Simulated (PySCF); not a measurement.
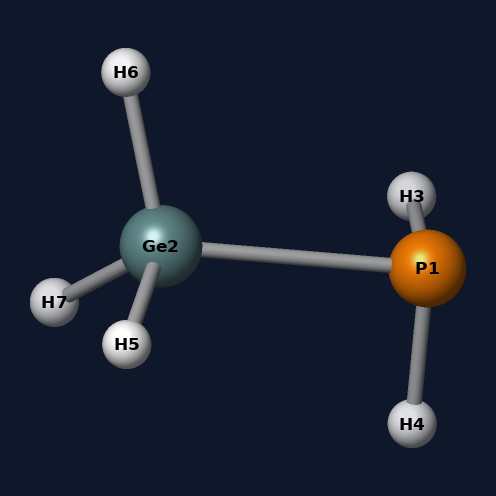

The geometry was computed by an optimisation with PBE0-D3(BJ)/def2-SVP. No frequency run is at hand to confirm it as a minimum. Method: delta-SCF UKS PBE0, pcX-2 on the ionised atom, pcseg-1 elsewhere, spin-free X2C (PySCF 2.14.0).

Give the core-electron binding energies (to vacuum; p and d levels without spin–orbit splitting) of P1 1s, P1 2p.

| atom | level | binding energy (eV) |
| --- | --- | --- |
| P1 | 1s | 2147.5 |
| P1 | 2p | 136.3 |
